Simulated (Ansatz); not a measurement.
# Ni: the cost of one run

Program: Ansatz 0.2.0. Level of theory: DFT PBE, PAW, plane waves, scalar-relativistic. These are calculated values, not measurements.

## (1) The starting structure

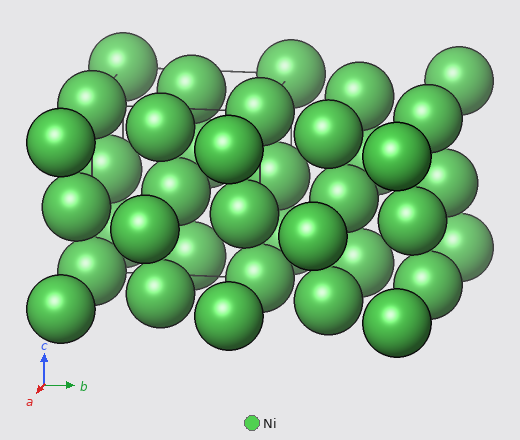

The starting structure, seen slightly off an axis (nickel green). 2×2×1 cells are drawn. Atoms on the faces are drawn again on the opposite ones. The cell drawn here is the conventional one.

Coordinates:

```
Ni
1.0
     0.00000   -1.76775   -1.76775
    -3.53550   -1.76775   -1.76775
     0.00000    1.76775   -1.76775
Ni
2
Direct
  0.00000 0.00000 0.00000
  0.00000 0.50000 0.50000
```

Labels such as Ni2 number the atoms in the order of the input file.

The first starts: parallel moments, plain SCF; opposed moments +-, plain SCF; no spin polarisation; spin on, no moments given (the program may seed its own), plain SCF. What is tried next depends on their ends.

“Plain SCF” means no search for lower states. 

The total moment includes the space between the atomic spheres.

## (2) Parallel moments, plain SCF

Input file input.yaml:

```yaml
crystal:
  lattice:
    - [0.0, -1.76775, -1.76775]
    - [-3.5355, -1.76775, -1.76775]
    - [0.0, 1.76775, -1.76775]
  atoms:
    - { symbol: Ni, position: [0.0, 0.0, 0.0], spin: 2.0 }
    - { symbol: Ni, position: [0.0, 0.5, 0.5], spin: 2.0 }
magnetization:
  spin_polarized: true
hamiltonian:
  xc: pbe
  pseudopotentials: { kind: paw }
basis:
  ecutwfc: 420
kpoints:
  mp_grid: { grid: [13, 8, 11] }
scf:
  occupations: { method: gaussian, width: 0.1 }
  lower_state_search: "off"
output:
  forces: true
  stress: true
```

Q: Estimate wall time and peak memory on 2 threads of an Arm CPU, shared host.

About 22 s, with a peak of 0.55 GiB.
